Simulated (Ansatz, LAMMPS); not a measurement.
# Elastic response of glassy 85GeO2-15Li2O (mol %) (78 atoms), part 3 of 3

Aim: relax glassy 85GeO2-15Li2O (mol %) (78 atoms), then change its volume and shape to read moduli from the stress.

Ansatz 0.2.0; Kohn-Sham DFT, PBEsol, PAW (set soft_2), plane waves.

The cell: 22 Ge, 8 Li and 48 O. The quench rate of 100 K/ps far exceeds what a furnace or splat quench reaches. The starting topology of bonds comes from the classical model. Sampling is at Γ alone.

So far. Step 10 (Stretched by 1 % along x): The relaxation converged after 3 steps, 0.0446 eV below its start, with a largest force component of 0.037 eV/Å. Step 10 (Stretched by 1 % along x): Stretched by 1 % along x: the energy stands 0.0359 eV above that of the reference, at a pressure of -0.675 GPa.

### Step 11. Compressed by 1 % along x

The relaxed cell is strained along x alone, which gives the stiffness along x and its coupling to y and z.

Contents of input.yaml:

```yaml
crystal:
  lattice:
    - [9.70774, -0.03637, -0.05853]
    - [-0.03601, 10.00182, 0.09293]
    - [-0.05794, 0.09293, 10.17593]
  atoms:
    [... the 78 atom lines of step 4 ...]
kpoints:
  mp_grid: { grid: [1, 1, 1] }
hamiltonian:
  xc: pbesol
scf:
  occupations: { method: fixed }
output:
  forces: true
  eigenvalues: true
  stress: true
relax:
  f_tol: 0.05
  max_steps: 70
```

Launch:

```console
ansatz run input.yaml --threads 4 --pin off --max-ram 8192MiB --backend cpu --events-out ev --progress --plain --runs-dir out
```

Numbers of over 12 decimals in the logs are rounded to 6 here.

The log of the run:

```text
[...]
Crystal: 78 atoms, lattice volume = 987.902 Å³
Basis set: ecut = 420 eV, 19305 PW (Γ), exchange–correlation on 144×144×144 points (8 copies of the dense FFT grid, shifted against one another)
Bands: 388, of which v1, the nominal top of the filled ones, is band 310 counted from 1 (309 counted from 0)
Symmetry: 1 space group operations
[...]
k-points: 1
[...]
SCF iter   1: F=—  HF=-122130.526370 eV  |F-HF|=—  |Δ(HF+E_count)|=         —  Δρ=1.28e-2  dr2=1.29e0  ethr=1.77e-3  ⟨swp⟩=5.0  Hψ=1387  notcnv=0  defer=75
[...]
SCF iter   5: F=—  HF=-122130.157766 eV  |F-HF|=—  |Δ(HF+E_count)|=   1.19e-4  Δρ=1.31e-4  dr2=2.11e-4  ethr=3.71e-7  ⟨swp⟩=2.0  Hψ=536  notcnv=0  defer=76
SCF iter   6: F=-122130.157837 eV  HF=-122130.157820 eV  |F-HF|=1.74e-5  |Δ(HF+E_count)|=   5.42e-5  Δρ=5.98e-5  dr2=4.38e-5  ethr=1.01e-8  ⟨swp⟩=10.0  Hψ=1940  notcnv=0
SCF 1 converged in 6 iterations: F = -122130.157837 eV  dr2 = 4.38e-5
[...]
relax step   1: F+E_penalty+E_count = -122130.15783725 eV  Δ(F+E_penalty+E_count) = +0.000e0 eV  max|allowed force component| = 3.457e-1 eV/Å  Δτ_max = 0.0000 Å  (6 SCF iters, dr2 threshold 6.25e-5 eV, accepted)
[...]
relax step   2: F+E_penalty+E_count = -122130.19386433 eV  Δ(F+E_penalty+E_count) = -3.603e-2 eV  max|allowed force component| = 1.845e-1 eV/Å  Δτ_max = 0.0151 Å  (6 SCF iters, dr2 threshold 7.47e-6 eV, accepted)
[...]
relax step   3: F+E_penalty+E_count = -122130.21172937 eV  Δ(F+E_penalty+E_count) = -1.787e-2 eV  max|allowed force component| = 4.130e-2 eV/Å  Δτ_max = 0.0186 Å  (9 SCF iters, accepted)
SCF converged after 9 iterations
Free energy (F): -122130.211729 eV
[...]
Internal energy: -122130.211729 eV  (E = F + TS)
E sigma→0 (E₀):  -122130.211729 eV
Fermi energy:    4.839217 eV
[...]
Σ components = -122130.211729   (vs F -122130.211729, Δ=0.00e0)
--- Forces (eV/Å), atoms counted from 1 ---
  atom   1  Ge    -0.01165781     0.03619704     0.00046564
  atom   2  Ge    -0.00351914    -0.00022919    -0.01990180
  atom   3  Ge    -0.02411145     0.01260227     0.00228727
  atom   4  Ge    -0.02842215     0.00434434    -0.01465662
[...]
atom  78  O      0.01165965    -0.00837825    -0.01107216
  max |Σ_I F_I| component: 3.69e-5 eV/Å
--- Stress (GPa, compression-positive) ---
        1.079467       0.000535      -0.056384
        0.000534       0.481467      -0.026551
       -0.056385      -0.026550       0.413688
  P = ⅓ Tr σ = 0.6582 GPa (6.582 kbar)
--- Band table (eV) ---
[...]
--- Relaxed structure (3 steps of the walk, 3 accepted, 0 SCFs on fresh bases) ---
  F+E_penalty+E_count = -122130.21172937 eV   max|allowed force component| = 4.130e-2 eV/Å
  atoms:
    - { symbol: Ge, position: [0.782799, 0.348912, 0.690000] }
    - { symbol: Ge, position: [0.267015, 0.866736, 0.483376] }
    - { symbol: Ge, position: [0.387214, 0.374148, 0.478777] }
    - { symbol: Ge, position: [0.773589, 0.016679, 0.617477] }
[...]
- { symbol: O, position: [0.532429, 0.839525, 0.935840] }
```

It took 23 s on 4 threads of Intel Xeon Platinum 8488C (Sapphire Rapids), shared host; peak memory 1.5 GiB; 83 s of CPU time.

The relaxation converged after 3 steps, 0.0539 eV below its start, with a largest force component of 0.041 eV/Å.

Compressed by 1 % along x: the energy stands 0.0315 eV above that of the reference, at a pressure of 0.658 GPa.

### Step 12. Sheared by 2 % in xy

A shear of the relaxed cell gives the modulus that volume changes can't reach.

input.yaml, the sections that differ from step 11:

```yaml
crystal:
  lattice:
    - [9.80544, 0.06169, -0.05853]
    - [0.06365, 10.00146, 0.09293]
    - [-0.0576, 0.09234, 10.17593]
  atoms:
    [... the 78 atom lines of step 4 ...]
# kpoints, hamiltonian, scf, output, relax: as in step 11
```

The log of the run:

```text
[...]
Crystal: 78 atoms, lattice volume = 997.782 Å³
Basis set: ecut = 420 eV, 19501 PW (Γ), exchange–correlation on 144×144×144 points (8 copies of the dense FFT grid, shifted against one another)
Bands: 388, of which v1, the nominal top of the filled ones, is band 310 counted from 1 (309 counted from 0)
Symmetry: 1 space group operations
[...]
k-points: 1
[...]
SCF iter   1: F=—  HF=-122130.482635 eV  |F-HF|=—  |Δ(HF+E_count)|=         —  Δρ=1.28e-2  dr2=1.31e0  ethr=1.77e-3  ⟨swp⟩=5.0  Hψ=1389  notcnv=0  defer=75
[...]
SCF iter   6: F=-122130.110216 eV  HF=-122130.110197 eV  |F-HF|=1.93e-5  |Δ(HF+E_count)|=   5.76e-5  Δρ=6.02e-5  dr2=4.56e-5  ethr=1.01e-8  ⟨swp⟩=10.0  Hψ=2093  notcnv=0
SCF 1 converged in 6 iterations: F = -122130.110216 eV  dr2 = 4.56e-5
[...]
relax step   1: F+E_penalty+E_count = -122130.11021604 eV  Δ(F+E_penalty+E_count) = +0.000e0 eV  max|allowed force component| = 5.522e-1 eV/Å  Δτ_max = 0.0000 Å  (6 SCF iters, dr2 threshold 6.25e-5 eV, accepted)
[...]
relax step   2: F+E_penalty+E_count = -122130.16890454 eV  Δ(F+E_penalty+E_count) = -5.869e-2 eV  max|allowed force component| = 2.909e-1 eV/Å  Δτ_max = 0.0171 Å  (6 SCF iters, dr2 threshold 1.91e-5 eV, accepted)
[...]
relax step   3: F+E_penalty+E_count = -122130.19308747 eV  Δ(F+E_penalty+E_count) = -2.418e-2 eV  max|allowed force component| = 7.460e-2 eV/Å  Δτ_max = 0.0194 Å  (6 SCF iters, dr2 threshold 5.29e-6 eV, accepted)
relax step   4: F+E_penalty+E_count = -122130.19709962 eV  Δ(F+E_penalty+E_count) = -4.012e-3 eV  max|allowed force component| = 8.078e-2 eV/Å  Δτ_max = 0.0209 Å  (8 SCF iters, accepted)
[...]
relax step   5: F+E_penalty+E_count = -122130.20017895 eV  Δ(F+E_penalty+E_count) = -3.079e-3 eV  max|allowed force component| = 3.641e-2 eV/Å  Δτ_max = 0.0174 Å  (8 SCF iters, accepted)
SCF converged after 8 iterations
Free energy (F): -122130.200179 eV
[...]
Internal energy: -122130.200179 eV  (E = F + TS)
E sigma→0 (E₀):  -122130.200179 eV
Fermi energy:    4.740410 eV
[...]
--- Forces (eV/Å), atoms counted from 1 ---
  atom   1  Ge    -0.00775263    -0.00407530    -0.01077082
  atom   2  Ge     0.01089034    -0.00092795     0.00524255
  atom   3  Ge    -0.00161833    -0.00582991     0.01583995
  atom   4  Ge     0.00652828    -0.00884284    -0.00453869
  atom   5  Ge     0.00562971    -0.00385358     0.01703213
  atom   6  Ge     0.00182687     0.00387225    -0.00961175
  atom   7  Ge     0.00082440    -0.00414019     0.00143608
  atom   8  Ge    -0.00840171    -0.00649716    -0.01106142
  atom   9  Ge     0.00783500     0.00707090     0.00179716
  atom  10  Ge    -0.00293582    -0.00090362     0.00692685
  atom  11  Ge     0.00612623    -0.00436623     0.00234851
  atom  12  Ge    -0.00403096     0.00323280     0.00136849
  atom  13  Ge    -0.00021503    -0.01121927     0.02063859
  atom  14  Ge    -0.02310563    -0.03533027    -0.00831675
[...]
atom  77  O      0.01368573     0.00492813    -0.00812142
  atom  78  O      0.00323275     0.00456988    -0.00790002
  max |Σ_I F_I| component: 1.97e-5 eV/Å
--- Stress (GPa, compression-positive) ---
       -0.039402      -0.693599      -0.053602
       -0.693600       0.017195       0.040894
       -0.053603       0.040896      -0.130789
  P = ⅓ Tr σ = -0.0510 GPa (-0.510 kbar)
--- Band table (eV) ---
[...]
--- Relaxed structure (5 steps of the walk, 5 accepted, 0 SCFs on fresh bases) ---
  F+E_penalty+E_count = -122130.20017895 eV   max|allowed force component| = 3.641e-2 eV/Å
  atoms:
    - { symbol: Ge, position: [0.782193, 0.348675, 0.692570] }
    - { symbol: Ge, position: [0.266066, 0.866076, 0.483475] }
    - { symbol: Ge, position: [0.388277, 0.374496, 0.477793] }
    - { symbol: Ge, position: [0.772394, 0.016963, 0.618432] }
[...]
- { symbol: O, position: [0.533503, 0.838591, 0.936366] }
```

The job ended after 39 s (4 threads; peak memory 1.5 GiB).

The relaxation converged after 5 steps, 0.0900 eV below its start, with a largest force component of 0.036 eV/Å.

Sheared by 2 % in xy: the energy stands 0.0430 eV above that of the reference, at a pressure of -0.0510 GPa.

### Step 13. Pressure against volume

Atoms are relaxed at each volume, in the scaled cell.

```tsv
volume change (%)	volume (Å³/atom)	energy change (meV/atom)	pressure (GPa)	largest move on relaxing (Å)	bonds	gap (eV)
-10	11.514	24.27	6.56	0.40	128	2.04
-6	12.026	8.14	3.59	0.30	126	2.03
-3	12.410	1.88	1.68	0.15	125	2.04
+0	12.793	0.00	0.02	-	121	2.03
+3	13.177	2.03	-1.62	0.08	121	1.98
+6	13.561	7.11	-2.84	0.48	122	1.93
```

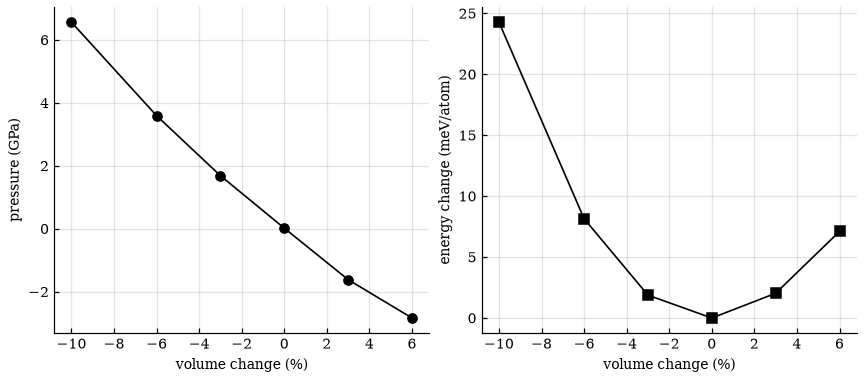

Pressure and energy against volume.

### Step 14. Uniaxial strain and shear

Stress (GPa, compression positive) less that of the relaxed cell, atoms relaxed:

```tsv
strain	xx	yy	zz	xy	energy change (meV/atom)
stretched by 1 % along x	-1.135	-0.498	-0.442	-0.017	0.46
compressed by 1 % along x	1.065	0.461	0.396	0.007	0.40
sheared by 2 % in xy	-0.054	-0.003	-0.148	-0.687	0.55
```

### Step 15. Findings

The bulk modulus, from the slope of pressure against ln V over the three points nearest the relaxed volume, is 55.0 GPa; between neighbouring points the slope runs 68, 61, 55, 55 and 42 GPa from the smallest volume up, without a steady fall, so no pressure derivative is given. The count of bonds runs from 121 to 128 over the series, so at some points contacts cross the cutoffs. The gap goes from 2.04 eV at the smallest volume to 1.93 eV at the largest, not monotonically (lowest 1.93, highest 2.04 eV), on the run's k-points. In the Cartesian axes of the cell, finite differences give C11 = 110, C12 = 48.0, C13 = 41.9 and C66 = 34.4 GPa (the shear of 2 % is the engineering strain, εxy = 0.01). The mean of C11, C12 and C13, which equals the bulk modulus in a cubic or isotropic solid, is 66.6 GPa: it lies 21 % over the bulk modulus from the volumes. For an isotropic solid C66 would equal (C11 − C12)/2 = 31.0 GPa; so small a sample needn't be isotropic, and C66 rests on one shear. With the bulk modulus and C66 as K and G, Young's modulus would be about 85 GPa and Poisson's ratio 0.24.

Caveats: Strains are finite and relaxations stop at the force tolerance of the input, which can leave moduli too stiff; they are those of a static cell at zero temperature. Volumes are changed with the cell's shape held, so in an anisotropic solid the modulus lies over the one under free hydrostatic load. The program notes that the SCF threshold of the relaxations is loose for the stress.

The DFT runs together took 11 min of wall time.

[Logs are printed without paths, hosts, clocks, repeated set-up lines and the standing remarks that a program may print on its own settings, such as how far it seeks lower states.]

[Hosts, paths, dates, database ids (printed as entryN), source tags and the programs' standing remarks are cut or masked in the printed files.]
